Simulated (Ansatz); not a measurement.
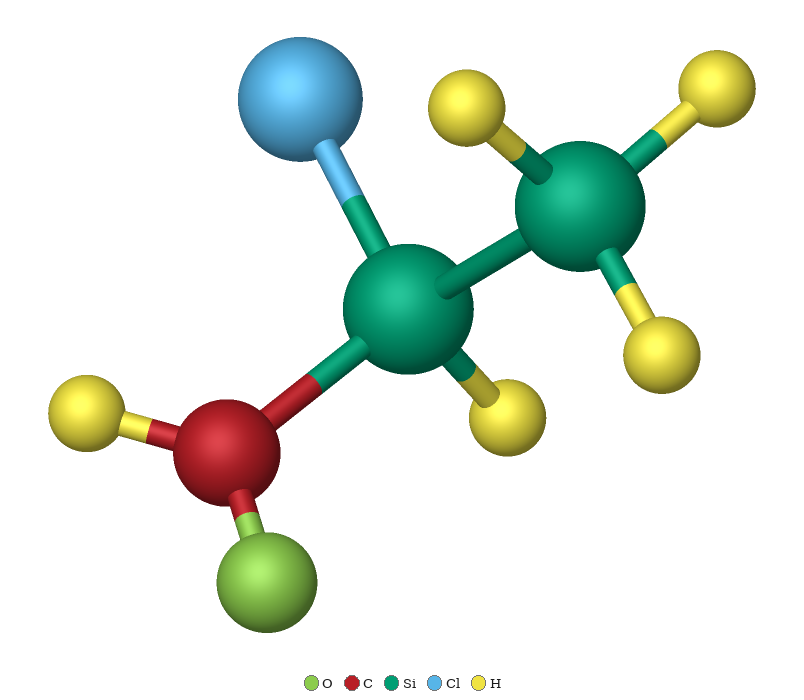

The picture comes from a calculation with Ansatz.

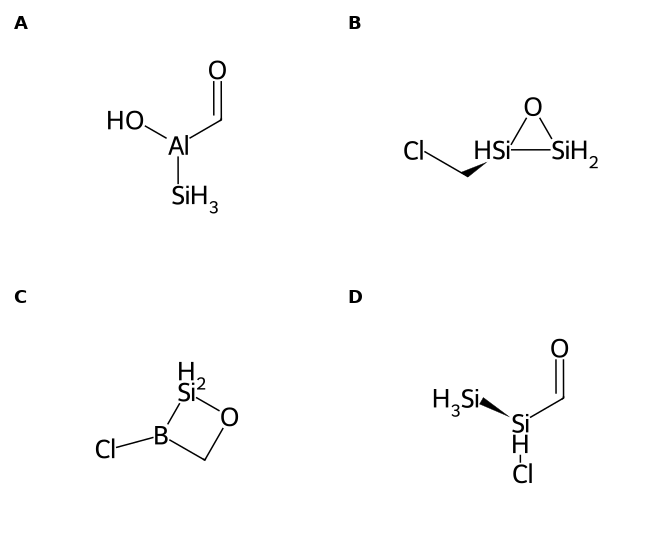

**The first picture shows one of the molecules drawn in the second. Which?**

D, `O=C[Si@H]([SiH3])Cl`.
